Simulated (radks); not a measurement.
# Filling a hard-walled sphere of radius 1.81 bohr*: electrons 28 to 31

Aim: add electrons one at a time to a hard-walled sphere of radius 1.81 bohr*, try the lowest free levels for each, keep the configuration of least energy, and see where shells close.

Method: non-relativistic spin-polarised Kohn-Sham, LDA (Slater exchange, Perdew-Wang correlation), spherically averaged shells; computed with radks, version 2.

### Step 1. The model

| Quantity | Value |
| --- | --- |
| well | a hard-walled sphere of radius 1.81 bohr* |
| functional | LDA (Slater exchange, Perdew-Wang correlation) |
| levels | named by radial order: 1s, 1p, 1d, 2s, 1f and so on |
| units | effective atomic units, hartree* and bohr* |
| configuration carried in | 1s2 1p6 1d10 1f(up 7, down 2) (N = 27, energy 388.727756) |

### Step 2. N = 28

Trying: add 1f down. Settings:

```ini
kind = hard wall
xc = PW
radius = 1.81  # bohr
z = 0  # e
electrons = 28
background = 0  # e
configuration = 1s2 1p6 1d10 1f(up 7, down 3)
```

Command:

```sh
python run_model.py task.json out
```

task.json names the series; the program runs every candidate in turn, and a move starts from the lowest state found so far. In the records, mag is the spin moment and err the last SCF error; their hartree and bohr are effective units.

The program writes no log. Results of the run, from its result record (rounded, main fields):

```text
status: converged
energy_total [hartree]: 414.973705
energy_kinetic [hartree]: 155.8233
energy_external [hartree]: 0.0
energy_hartree [hartree]: 285.3712
energy_xc [hartree]: -26.22075
energy_background [hartree]: 0.0
orbitals [level, occupation, hartree, mean radius in bohr]:
  - ["1s up", 1, 21.9606, 1.1283]
  - ["1p up", 3, 22.9326, 1.21033]
  - ["1d up", 5, 24.4624, 1.26811]
  - ["1f up", 7, 26.4782, 1.3123]
  - ["1s down", 1, 22.043, 1.1242]
  - ["1p down", 3, 23.024, 1.20855]
  - ["1d down", 5, 24.5592, 1.26728]
  - ["1f down", 3, 26.578, 1.31193]
r2_mean [bohr^2]: 1.6501
mag [bohr magneton]: 4
err: 1.9e-09
```

Trying: add 2s up. Changed: configuration = 1s2 1p6 1d10 2s(up 1, down 0) 1f(up 7, down 2).

Result:

```text
status: converged
energy_total [hartree]: 415.121419
energy_kinetic [hartree]: 154.5684
energy_external [hartree]: 0.0
energy_hartree [hartree]: 286.6878
energy_xc [hartree]: -26.13481
energy_background [hartree]: 0.0
orbitals [level, occupation, hartree, mean radius in bohr]:
  - ["1s up", 1, 22.0209, 1.13762]
  - ["1p up", 3, 22.9731, 1.21523]
  - ["1d up", 5, 24.4888, 1.27095]
  - ["2s up", 1, 26.8328, 0.824633]
  - ["1f up", 7, 26.4945, 1.31404]
  - ["1s down", 1, 22.1623, 1.14024]
  - ["1p down", 3, 23.1082, 1.21508]
  - ["1d down", 5, 24.6242, 1.27051]
  - ["1f down", 2, 26.6315, 1.31372]
r2_mean [bohr^2]: 1.627061
mag [bohr magneton]: 6
err: 1.1e-10
```

Trying: add 2s down. Changed: configuration = 1s2 1p6 1d10 2s(up 0, down 1) 1f(up 7, down 2).

Result:

```text
status: converged
energy_total [hartree]: 415.171762
energy_kinetic [hartree]: 154.5836
energy_external [hartree]: 0.0
energy_hartree [hartree]: 286.6757
energy_xc [hartree]: -26.08763
energy_background [hartree]: 0.0
orbitals [level, occupation, hartree, mean radius in bohr]:
  - ["1s up", 1, 22.0541, 1.1449]
  - ["1p up", 3, 22.9899, 1.21721]
  - ["1d up", 5, 24.4996, 1.27152]
  - ["1f up", 7, 26.5032, 1.31418]
  - ["1s down", 1, 22.1248, 1.13254]
  - ["1p down", 3, 23.088, 1.21299]
  - ["1d down", 5, 24.6103, 1.2699]
  - ["2s down", 1, 26.8813, 0.826415]
  - ["1f down", 2, 26.6198, 1.31358]
r2_mean [bohr^2]: 1.62721
mag [bohr magneton]: 4
err: 1.4e-10
```

Trying: move 1f down to 2s up: the same state as a run above.

Trying: move 1f down to 2s down: the same state as a run above.

Trying: move 1f up to 1f down. Changed: configuration = 1s2 1p6 1d10 1f(up 6, down 4).

Result:

```text
status: converged
energy_total [hartree]: 415.048433
energy_kinetic [hartree]: 155.8246
energy_external [hartree]: 0.0
energy_hartree [hartree]: 285.3696
energy_xc [hartree]: -26.14571
energy_background [hartree]: 0.0
orbitals [level, occupation, hartree, mean radius in bohr]:
  - ["1s up", 1, 21.9798, 1.12737]
  - ["1p up", 3, 22.9539, 1.20993]
  - ["1d up", 5, 24.4849, 1.26793]
  - ["1f up", 6, 26.5014, 1.31222]
  - ["1s down", 1, 22.0209, 1.12533]
  - ["1p down", 3, 22.9994, 1.20904]
  - ["1d down", 5, 24.5331, 1.26752]
  - ["1f down", 4, 26.5511, 1.31203]
r2_mean [bohr^2]: 1.650123
mag [bohr magneton]: 2
err: 1.9e-09
```

Trying: move 1f up to 2s up. Changed: configuration = 1s2 1p6 1d10 2s(up 1, down 0) 1f(up 6, down 3).

Result:

```text
status: converged
energy_total [hartree]: 415.232776
energy_kinetic [hartree]: 154.573
energy_external [hartree]: 0.0
energy_hartree [hartree]: 286.6834
energy_xc [hartree]: -26.02363
energy_background [hartree]: 0.0
orbitals [level, occupation, hartree, mean radius in bohr]:
  - ["1s up", 1, 22.0399, 1.13672]
  - ["1p up", 3, 22.994, 1.21484]
  - ["1d up", 5, 24.5108, 1.27077]
  - ["2s up", 1, 26.8415, 0.824925]
  - ["1f up", 6, 26.5172, 1.31396]
  - ["1s down", 1, 22.1385, 1.14131]
  - ["1p down", 3, 23.0821, 1.21558]
  - ["1d down", 5, 24.5966, 1.27075]
  - ["1f down", 3, 26.603, 1.31383]
r2_mean [bohr^2]: 1.627117
mag [bohr magneton]: 4
err: 9.3e-11
```

| candidate | configuration | above the lowest (hartree*) |
| --- | --- | --- |
| add 1f down | 1s2 1p6 1d10 1f(up 7, down 3) | lowest |
| add 2s up | 1s2 1p6 1d10 2s(up 1, down 0) 1f(up 7, down 2) | 0.148 |
| add 2s down | 1s2 1p6 1d10 2s(up 0, down 1) 1f(up 7, down 2) | 0.198 |
| move 1f down to 2s up | 1s2 1p6 1d10 2s(up 1, down 0) 1f(up 7, down 2) | 0.148 |
| move 1f down to 2s down | 1s2 1p6 1d10 2s(up 0, down 1) 1f(up 7, down 2) | 0.198 |
| move 1f up to 1f down | 1s2 1p6 1d10 1f(up 6, down 4) | 0.0747 |
| move 1f up to 2s up | 1s2 1p6 1d10 2s(up 1, down 0) 1f(up 6, down 3) | 0.259 |

Lowest: 1s2 1p6 1d10 1f(up 7, down 3).

From the same record, its empty bound levels (hartree) and its density (bohr, e/bohr³):

```text
empty: [["2s up", 26.701], ["2p up", 29.547], ["1g up", 28.941], ["2d up", 32.835], ["2s down", 26.741], ["2p down", 29.598], ["1g down", 29.042], ["2d down", 32.895]]
r: [0.05138, 0.1415, 0.2316, 0.3217, 0.4118, 0.5018, 0.5919, 0.682, 0.7721, 0.8622, 0.9523, 1.042, 1.132, 1.223, 1.313, 1.403, 1.493, 1.583, 1.673, 1.763]
n: [0.1256, 0.1375, 0.1625, 0.2048, 0.2707, 0.3685, 0.5077, 0.6965, 0.9385, 1.228, 1.546, 1.853, 2.096, 2.208, 2.125, 1.825, 1.343, 0.7853, 0.3045, 0.03576]
```

### Step 3. N = 29

Trying: add 1f down. Settings:

```ini
kind = hard wall
xc = PW
radius = 1.81  # bohr
z = 0  # e
electrons = 29
background = 0  # e
configuration = 1s2 1p6 1d10 1f(up 7, down 4)
```

The program writes no log. Results of the run, from its result record (rounded, main fields):

```text
status: converged
energy_total [hartree]: 441.884069
energy_kinetic [hartree]: 163.9546
energy_external [hartree]: 0.0
energy_hartree [hartree]: 305.3327
energy_xc [hartree]: -27.40318
energy_background [hartree]: 0.0
orbitals [level, occupation, hartree, mean radius in bohr]:
  - ["1s up", 1, 22.6734, 1.13189]
  - ["1p up", 3, 23.6382, 1.2129]
  - ["1d up", 5, 25.1609, 1.2701]
  - ["1f up", 7, 27.1699, 1.31389]
  - ["1s down", 1, 22.7339, 1.12894]
  - ["1p down", 3, 23.7051, 1.21163]
  - ["1d down", 5, 25.2317, 1.2695]
  - ["1f down", 4, 27.2428, 1.31362]
r2_mean [bohr^2]: 1.65942
mag [bohr magneton]: 3
err: 5.4e-11
```

Trying: add 2s up. Changed: configuration = 1s2 1p6 1d10 2s(up 1, down 0) 1f(up 7, down 3).

Result:

```text
status: converged
energy_total [hartree]: 442.084426
energy_kinetic [hartree]: 162.7049
energy_external [hartree]: 0.0
energy_hartree [hartree]: 306.6675
energy_xc [hartree]: -27.28793
energy_background [hartree]: 0.0
orbitals [level, occupation, hartree, mean radius in bohr]:
  - ["1s up", 1, 22.7331, 1.14112]
  - ["1p up", 3, 23.6784, 1.21776]
  - ["1d up", 5, 25.1871, 1.27291]
  - ["2s up", 1, 27.5497, 0.823531]
  - ["1f up", 7, 27.1861, 1.31562]
  - ["1s down", 1, 22.8508, 1.14482]
  - ["1p down", 3, 23.7875, 1.21813]
  - ["1d down", 5, 25.295, 1.27273]
  - ["1f down", 3, 27.2947, 1.31542]
r2_mean [bohr^2]: 1.637058
mag [bohr magneton]: 5
err: 1.1e-10
```

Trying: add 2s down. Changed: configuration = 1s2 1p6 1d10 2s(up 0, down 1) 1f(up 7, down 3).

Result:

```text
status: converged
energy_total [hartree]: 442.123467
energy_kinetic [hartree]: 162.7167
energy_external [hartree]: 0.0
energy_hartree [hartree]: 306.6581
energy_xc [hartree]: -27.25137
energy_background [hartree]: 0.0
orbitals [level, occupation, hartree, mean radius in bohr]:
  - ["1s up", 1, 22.7661, 1.14837]
  - ["1p up", 3, 23.6953, 1.21974]
  - ["1d up", 5, 25.198, 1.27349]
  - ["1f up", 7, 27.1949, 1.31576]
  - ["1s down", 1, 22.8144, 1.13724]
  - ["1p down", 3, 23.768, 1.21605]
  - ["1d down", 5, 25.2818, 1.27212]
  - ["2s down", 1, 27.5873, 0.824853]
  - ["1f down", 3, 27.2837, 1.31527]
r2_mean [bohr^2]: 1.637166
mag [bohr magneton]: 3
err: 1.5e-10
```

Trying: move 1f down to 2s up: the same state as a run above.

Trying: move 1f down to 2s down: the same state as a run above.

Trying: move 1f up to 1f down. Changed: configuration = 1s2 1p6 1d10 1f(up 6, down 5).

Result:

```text
status: converged
energy_total [hartree]: 441.932621
energy_kinetic [hartree]: 163.9554
energy_external [hartree]: 0.0
energy_hartree [hartree]: 305.3317
energy_xc [hartree]: -27.35444
energy_background [hartree]: 0.0
orbitals [level, occupation, hartree, mean radius in bohr]:
  - ["1s up", 1, 22.6927, 1.13096]
  - ["1p up", 3, 23.6595, 1.2125]
  - ["1d up", 5, 25.1834, 1.26992]
  - ["1f up", 6, 27.1931, 1.31381]
  - ["1s down", 1, 22.7128, 1.12998]
  - ["1p down", 3, 23.6818, 1.21208]
  - ["1d down", 5, 25.207, 1.26972]
  - ["1f down", 5, 27.2173, 1.31372]
r2_mean [bohr^2]: 1.659433
mag [bohr magneton]: 1
err: 5e-11
```

Trying: move 1f up to 2s up. Changed: configuration = 1s2 1p6 1d10 2s(up 1, down 0) 1f(up 6, down 4).

Result:

```text
status: converged
energy_total [hartree]: 442.16812
energy_kinetic [hartree]: 162.7089
energy_external [hartree]: 0.0
energy_hartree [hartree]: 306.6638
energy_xc [hartree]: -27.20453
energy_background [hartree]: 0.0
orbitals [level, occupation, hartree, mean radius in bohr]:
  - ["1s up", 1, 22.7521, 1.14023]
  - ["1p up", 3, 23.6993, 1.21738]
  - ["1d up", 5, 25.2092, 1.27274]
  - ["2s up", 1, 27.5584, 0.823816]
  - ["1f up", 6, 27.2089, 1.31554]
  - ["1s down", 1, 22.8281, 1.1458]
  - ["1p down", 3, 23.7628, 1.21858]
  - ["1d down", 5, 25.2689, 1.27295]
  - ["1f down", 4, 27.2678, 1.31552]
r2_mean [bohr^2]: 1.637101
mag [bohr magneton]: 3
err: 7e-11
```

| candidate | configuration | above the lowest (hartree*) |
| --- | --- | --- |
| add 1f down | 1s2 1p6 1d10 1f(up 7, down 4) | lowest |
| add 2s up | 1s2 1p6 1d10 2s(up 1, down 0) 1f(up 7, down 3) | 0.200 |
| add 2s down | 1s2 1p6 1d10 2s(up 0, down 1) 1f(up 7, down 3) | 0.239 |
| move 1f down to 2s up | 1s2 1p6 1d10 2s(up 1, down 0) 1f(up 7, down 3) | 0.200 |
| move 1f down to 2s down | 1s2 1p6 1d10 2s(up 0, down 1) 1f(up 7, down 3) | 0.239 |
| move 1f up to 1f down | 1s2 1p6 1d10 1f(up 6, down 5) | 0.0486 |
| move 1f up to 2s up | 1s2 1p6 1d10 2s(up 1, down 0) 1f(up 6, down 4) | 0.284 |

The series goes on from 1s2 1p6 1d10 1f(up 7, down 4).

### Step 4. N = 30

Trying: add 1f down. Settings:

```ini
kind = hard wall
xc = PW
radius = 1.81  # bohr
z = 0  # e
electrons = 30
background = 0  # e
configuration = 1s2 1p6 1d10 1f(up 7, down 5)
```

The program writes no log. Results of the run, from its result record (rounded, main fields):

```text
status: converged
energy_total [hartree]: 469.45956
energy_kinetic [hartree]: 172.1145
energy_external [hartree]: 0.0
energy_hartree [hartree]: 325.9591
energy_xc [hartree]: -28.61407
energy_background [hartree]: 0.0
orbitals [level, occupation, hartree, mean radius in bohr]:
  - ["1s up", 1, 23.3851, 1.13543]
  - ["1p up", 3, 24.3428, 1.21544]
  - ["1d up", 5, 25.8585, 1.27205]
  - ["1f up", 7, 27.8608, 1.31546]
  - ["1s down", 1, 23.4246, 1.13354]
  - ["1p down", 3, 24.3864, 1.21462]
  - ["1d down", 5, 25.9045, 1.27168]
  - ["1f down", 5, 27.9082, 1.31529]
r2_mean [bohr^2]: 1.668314
mag [bohr magneton]: 2
err: 1.4e-09
```

Trying: add 2s up. Changed: configuration = 1s2 1p6 1d10 2s(up 1, down 0) 1f(up 7, down 4).

Result:

```text
status: converged
energy_total [hartree]: 469.711027
energy_kinetic [hartree]: 170.87
energy_external [hartree]: 0.0
energy_hartree [hartree]: 327.3121
energy_xc [hartree]: -28.471
energy_background [hartree]: 0.0
orbitals [level, occupation, hartree, mean radius in bohr]:
  - ["1s up", 1, 23.4441, 1.14458]
  - ["1p up", 3, 24.3827, 1.22026]
  - ["1d up", 5, 25.8845, 1.27485]
  - ["2s up", 1, 28.2658, 0.822442]
  - ["1f up", 7, 27.877, 1.31717]
  - ["1s down", 1, 23.5391, 1.14925]
  - ["1p down", 3, 24.4671, 1.22109]
  - ["1d down", 5, 25.9664, 1.27489]
  - ["1f down", 4, 27.9587, 1.31708]
r2_mean [bohr^2]: 1.646583
mag [bohr magneton]: 4
err: 1.1e-10
```

Trying: add 2s down. Changed: configuration = 1s2 1p6 1d10 2s(up 0, down 1) 1f(up 7, down 4).

Result:

```text
status: converged
energy_total [hartree]: 469.739465
energy_kinetic [hartree]: 170.8786
energy_external [hartree]: 0.0
energy_hartree [hartree]: 327.3053
energy_xc [hartree]: -28.44438
energy_background [hartree]: 0.0
orbitals [level, occupation, hartree, mean radius in bohr]:
  - ["1s up", 1, 23.477, 1.1518]
  - ["1p up", 3, 24.3996, 1.22224]
  - ["1d up", 5, 25.8955, 1.27544]
  - ["1f up", 7, 27.8857, 1.31733]
  - ["1s down", 1, 23.5038, 1.14179]
  - ["1p down", 3, 24.4484, 1.21903]
  - ["1d down", 5, 25.9538, 1.27428]
  - ["2s down", 1, 28.2932, 0.823362]
  - ["1f down", 4, 27.9484, 1.31693]
r2_mean [bohr^2]: 1.646657
mag [bohr magneton]: 2
err: 1.5e-10
```

Trying: move 1f down to 2s up: the same state as a run above.

Trying: move 1f down to 2s down: the same state as a run above.

Trying: move 1f up to 1f down. Changed: configuration = 1s2 1p6 1d10 1f(up 6, down 6).

Result:

```text
status: converged
energy_total [hartree]: 469.483256
energy_kinetic [hartree]: 172.1149
energy_external [hartree]: 0.0
energy_hartree [hartree]: 325.9586
energy_xc [hartree]: -28.59028
energy_background [hartree]: 0.0
orbitals [level, occupation, hartree, mean radius in bohr]:
  - ["1s up", 1, 23.4044, 1.13451]
  - ["1p up", 3, 24.3641, 1.21504]
  - ["1d up", 5, 25.881, 1.27187]
  - ["1f up", 6, 27.884, 1.31538]
  - ["1s down", 1, 23.4044, 1.13451]
  - ["1p down", 3, 24.3641, 1.21504]
  - ["1d down", 5, 25.881, 1.27187]
  - ["1f down", 6, 27.884, 1.31538]
r2_mean [bohr^2]: 1.66832
mag [bohr magneton]: 0
err: 1.5e-09
```

Trying: move 1f up to 2s up. Changed: configuration = 1s2 1p6 1d10 2s(up 1, down 0) 1f(up 6, down 5).

Result:

```text
status: converged
energy_total [hartree]: 469.768562
energy_kinetic [hartree]: 170.8735
energy_external [hartree]: 0.0
energy_hartree [hartree]: 327.3089
energy_xc [hartree]: -28.41386
energy_background [hartree]: 0.0
orbitals [level, occupation, hartree, mean radius in bohr]:
  - ["1s up", 1, 23.4632, 1.1437]
  - ["1p up", 3, 24.4036, 1.21988]
  - ["1d up", 5, 25.9066, 1.27467]
  - ["2s up", 1, 28.2744, 0.82272]
  - ["1f up", 6, 27.8997, 1.3171]
  - ["1s down", 1, 23.5175, 1.15016]
  - ["1p down", 3, 24.4435, 1.2215]
  - ["1d down", 5, 25.9416, 1.27509]
  - ["1f down", 5, 27.9332, 1.31717]
r2_mean [bohr^2]: 1.646617
mag [bohr magneton]: 2
err: 1.2e-10
```

| candidate | configuration | above the lowest (hartree*) |
| --- | --- | --- |
| add 1f down | 1s2 1p6 1d10 1f(up 7, down 5) | lowest |
| add 2s up | 1s2 1p6 1d10 2s(up 1, down 0) 1f(up 7, down 4) | 0.251 |
| add 2s down | 1s2 1p6 1d10 2s(up 0, down 1) 1f(up 7, down 4) | 0.280 |
| move 1f down to 2s up | 1s2 1p6 1d10 2s(up 1, down 0) 1f(up 7, down 4) | 0.251 |
| move 1f down to 2s down | 1s2 1p6 1d10 2s(up 0, down 1) 1f(up 7, down 4) | 0.280 |
| move 1f up to 1f down | 1s2 1p6 1d10 1f(up 6, down 6) | 0.0237 |
| move 1f up to 2s up | 1s2 1p6 1d10 2s(up 1, down 0) 1f(up 6, down 5) | 0.309 |

Kept: 1s2 1p6 1d10 1f(up 7, down 5).

### Step 5. N = 31

Trying: add 1f down. Settings:

```ini
kind = hard wall
xc = PW
radius = 1.81  # bohr
z = 0  # e
electrons = 31
background = 0  # e
configuration = 1s2 1p6 1d10 1f(up 7, down 6)
```

The program writes no log. Results of the run, from its result record (rounded, main fields):

```text
status: converged
energy_total [hartree]: 497.700701
energy_kinetic [hartree]: 180.3035
energy_external [hartree]: 0.0
energy_hartree [hartree]: 347.2492
energy_xc [hartree]: -29.85202
energy_background [hartree]: 0.0
orbitals [level, occupation, hartree, mean radius in bohr]:
  - ["1s up", 1, 24.0955, 1.13892]
  - ["1p up", 3, 25.0463, 1.21794]
  - ["1d up", 5, 26.5552, 1.27398]
  - ["1f up", 7, 28.5509, 1.317]
  - ["1s down", 1, 24.1149, 1.13802]
  - ["1p down", 3, 25.0677, 1.21755]
  - ["1d down", 5, 26.5777, 1.2738]
  - ["1f down", 6, 28.5741, 1.31692]
r2_mean [bohr^2]: 1.676822
mag [bohr magneton]: 1
err: 1.5e-09
```

Trying: add 2s up. Changed: configuration = 1s2 1p6 1d10 2s(up 1, down 0) 1f(up 7, down 5).

Result:

```text
status: converged
energy_total [hartree]: 498.00193
energy_kinetic [hartree]: 179.064
energy_external [hartree]: 0.0
energy_hartree [hartree]: 348.6204
energy_xc [hartree]: -29.68242
energy_background [hartree]: 0.0
orbitals [level, occupation, hartree, mean radius in bohr]:
  - ["1s up", 1, 24.154, 1.148]
  - ["1p up", 3, 25.0859, 1.22272]
  - ["1d up", 5, 26.5811, 1.27676]
  - ["2s up", 1, 28.981, 0.821366]
  - ["1f up", 7, 28.5671, 1.31871]
  - ["1s down", 1, 24.2273, 1.15355]
  - ["1p down", 3, 25.1468, 1.22398]
  - ["1d down", 5, 26.6382, 1.27701]
  - ["1f down", 5, 28.6232, 1.31872]
r2_mean [bohr^2]: 1.655681
mag [bohr magneton]: 3
err: 3.3e-11
```

Trying: add 2s down. Changed: configuration = 1s2 1p6 1d10 2s(up 0, down 1) 1f(up 7, down 5).

Result:

```text
status: converged
energy_total [hartree]: 498.020374
energy_kinetic [hartree]: 179.0696
energy_external [hartree]: 0.0
energy_hartree [hartree]: 348.616
energy_xc [hartree]: -29.66516
energy_background [hartree]: 0.0
orbitals [level, occupation, hartree, mean radius in bohr]:
  - ["1s up", 1, 24.1867, 1.15518]
  - ["1p up", 3, 25.1028, 1.22471]
  - ["1d up", 5, 26.592, 1.27736]
  - ["1f up", 7, 28.5758, 1.31887]
  - ["1s down", 1, 24.193, 1.14621]
  - ["1p down", 3, 25.1287, 1.22194]
  - ["1d down", 5, 26.6262, 1.2764]
  - ["2s down", 1, 28.9988, 0.821937]
  - ["1f down", 5, 28.6135, 1.31855]
r2_mean [bohr^2]: 1.655726
mag [bohr magneton]: 1
err: 1.5e-10
```

Trying: move 1f down to 2s up: the same state as a run above.

Trying: move 1f down to 2s down: the same state as a run above.

Trying: move 1f up to 2s up. Changed: configuration = 1s2 1p6 1d10 2s(up 1, down 0) 1f(up 6, down 6).

Result:

```text
status: converged
energy_total [hartree]: 498.034615
energy_kinetic [hartree]: 179.0671
energy_external [hartree]: 0.0
energy_hartree [hartree]: 348.6178
energy_xc [hartree]: -29.65023
energy_background [hartree]: 0.0
orbitals [level, occupation, hartree, mean radius in bohr]:
  - ["1s up", 1, 24.1731, 1.14713]
  - ["1p up", 3, 25.1069, 1.22234]
  - ["1d up", 5, 26.6031, 1.27659]
  - ["2s up", 1, 28.9897, 0.821638]
  - ["1f up", 6, 28.5898, 1.31864]
  - ["1s down", 1, 24.2065, 1.15439]
  - ["1p down", 3, 25.1243, 1.22436]
  - ["1d down", 5, 26.6146, 1.27719]
  - ["1f down", 6, 28.599, 1.3188]
r2_mean [bohr^2]: 1.655708
mag [bohr magneton]: 1
err: 1.3e-10
```

| candidate | configuration | above the lowest (hartree*) |
| --- | --- | --- |
| add 1f down | 1s2 1p6 1d10 1f(up 7, down 6) | lowest |
| add 2s up | 1s2 1p6 1d10 2s(up 1, down 0) 1f(up 7, down 5) | 0.301 |
| add 2s down | 1s2 1p6 1d10 2s(up 0, down 1) 1f(up 7, down 5) | 0.320 |
| move 1f down to 2s up | 1s2 1p6 1d10 2s(up 1, down 0) 1f(up 7, down 5) | 0.301 |
| move 1f down to 2s down | 1s2 1p6 1d10 2s(up 0, down 1) 1f(up 7, down 5) | 0.320 |
| move 1f up to 2s up | 1s2 1p6 1d10 2s(up 1, down 0) 1f(up 6, down 6) | 0.334 |

Kept: 1s2 1p6 1d10 1f(up 7, down 6).

### Step 6. Trends over these counts

| N | configuration | unpaired | chemical potential (hartree*) | addition energy (hartree*) | rms radius (bohr*) |
| --- | --- | --- | --- | --- | --- |
| 28 | 1s2 1p6 1d10 1f(up 7, down 3) | 4 | 26.25 | 0.664 | 1.28 |
| 29 | 1s2 1p6 1d10 1f(up 7, down 4) | 3 | 26.91 | 0.665 | 1.29 |
| 30 | 1s2 1p6 1d10 1f(up 7, down 5) | 2 | 27.58 | 0.666 | 1.29 |
| 31 | 1s2 1p6 1d10 1f(up 7, down 6) | 1 | 28.24 | - | 1.29 |

Chemical potential E(N) - E(N-1); addition energy E(N+1) + E(N-1) - 2E(N).

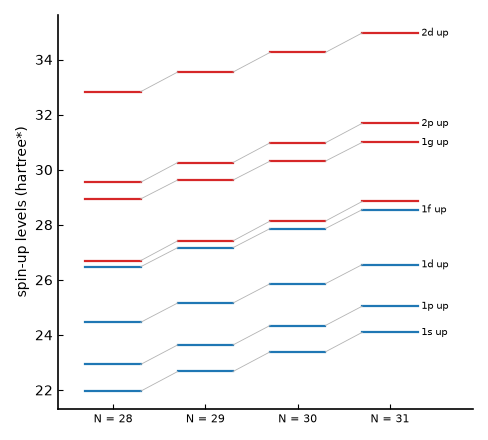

Spin-up levels of the kept configurations; wholly or partly filled blue, empty red.

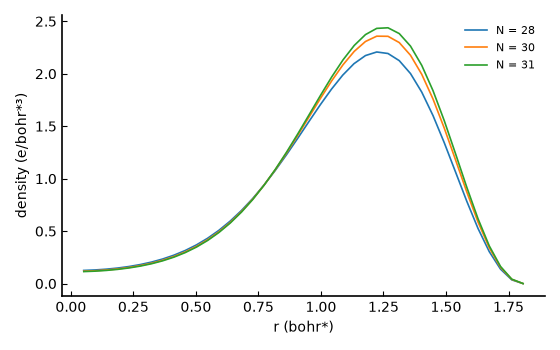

Electron densities along the radius.

### Step 7. What came out

| quantity | value |
| --- | --- |
| closed shells at N | none in this range |
| most unpaired electrons | 4 at N = 28 |
| configuration at N = 31 | 1s2 1p6 1d10 1f(up 7, down 6) |

No closed-shell configuration falls in this range. Among the lowest states kept at each count, up to 4 electrons are unpaired (N = 28), since exchange favours parallel spins. Spherical averaging forbids deformation, and the greedy search can miss a lower configuration.
